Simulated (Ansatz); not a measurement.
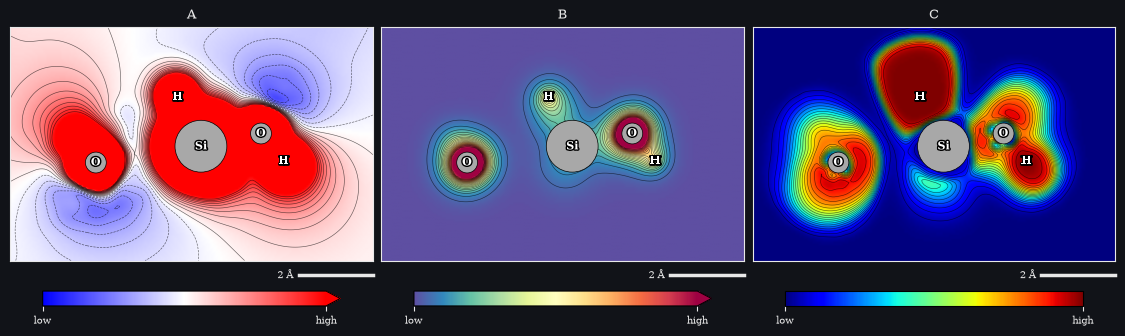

H4OSi···H2O: 3 fields on the plane of atoms O5, Si1 and H7, with unlabelled colour scales. Grey discs cover the atomic cores.

The product side of a reaction path; geometry: PBE0-D4/def2-TZVP.

Computed with Ansatz 0.2.0, RKS PBE0-D4/def2-TZVPP.

> Match the panels to the quantities (electron density, electron localisation function and electrostatic potential).

Panel A: electrostatic potential (strongly positive close to the atoms, with negative regions outside electron-rich atoms). Panel B: electron density. Panel C: electron localisation function. From the grid: Si1···O2 (2.87 Å): the density falls to about 0.09 e/Å³ on the way; the ELF dips to about 0.05 between them. Si–O (1.66 Å): ρ is about 1.1 e/Å³ halfway; the ELF peaks at about 0.85 between the atoms: a shared but strongly polarised pair.
